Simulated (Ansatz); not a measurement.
BBeLiSi

The calculation's input:

```
basis:
  gaussian:
    orbitals: def2-TZVPD
crystal:
  periodic: [false, false, false]
  atoms:
    - {symbol: B, position_ang: [-0.923659, -1.165407, -1.961786]}
    - {symbol: Be, position_ang: [0.231959, 0.013699, -2.369398]}
    - {symbol: Li, position_ang: [-2.472300, 0.002128, -2.819834]}
    - {symbol: Si, position_ang: [0.688389, -1.825994, -1.357083]}
hamiltonian:
  xc: pbe0
output:
  forces: true
  orbitals: {seedname: orbitals}
```

Launched as:

```sh
ansatz run input.yaml --threads 1 --pin off --max-ram 2610MiB --events-out events.jsonl --progress --plain --runs-dir runs
```

Geometry: B3LYP-D4/def2-TZVP.

Method: Ansatz 0.2.0, isolated molecule in a Gaussian basis; Kohn-Sham density functional theory, functional PBE0.

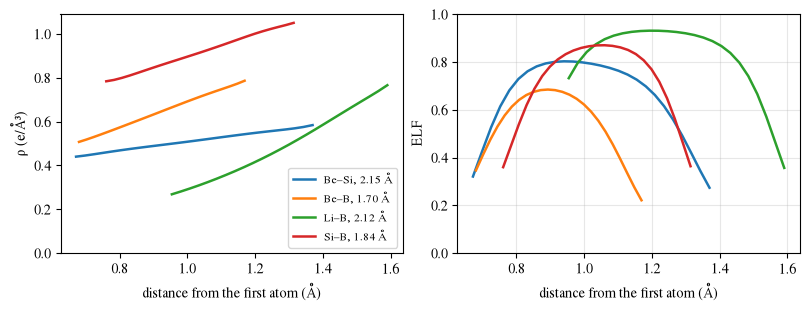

Figure 1. Total electron density and ELF along straight lines between neighbouring atoms. The curves leave out the atomic cores.

What can be read from the curves?

Answer. Be–Si (2.15 Å): ρ is about 0.52 e/Å³ halfway; the ELF peaks at about 0.80 in the valence shell of Si, 1.2 Å from its nucleus, and is about 0.80 at the midpoint.
Be–B (1.70 Å): ρ at the midpoint is about 0.6 e/Å³; the ELF peaks at about 0.70 in the valence shell of B, 0.8 Å from its nucleus, and is about 0.70 at the midpoint.
Li–B (2.12 Å): the density is about 0.32 e/Å³ at the midpoint; the ELF peaks at about 0.95 in the valence shell of B, 0.9 Å from its nucleus, and is about 0.90 at the midpoint.
Si–B (1.84 Å): the density is about 0.86 e/Å³ at the midpoint; the ELF peaks at about 0.85 between the atoms: localised, covalent bonding.

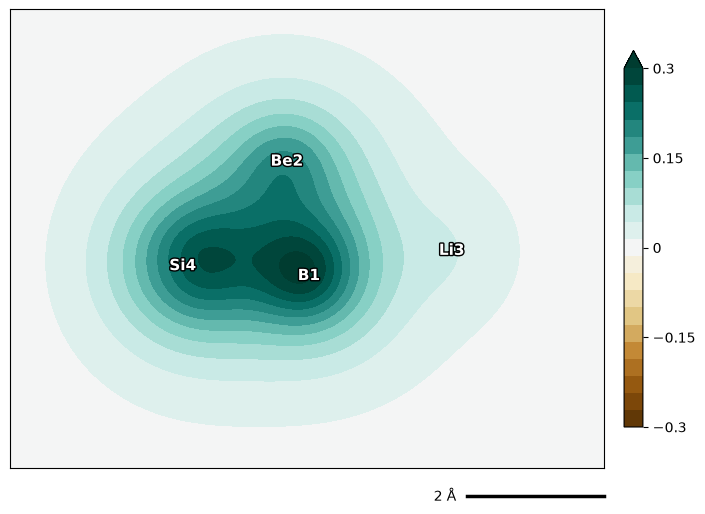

Figure 2. One frontier orbital on a plane 0.8 Å above the molecular plane (values in Å⁻³ᐟ²; the overall sign is arbitrary).

Which orbital is it: HOMO or LUMO?

Answer. The HOMO, at −5.32 eV. By Hirshfeld shares it lies mainly on Si4 (about 40 %), B1 (about 35 %) and Be2 (about 20 %); it changes sign across the molecular plane (π type); π-bonding across B1–Be2, B1–Si4 and Be2–Si4.
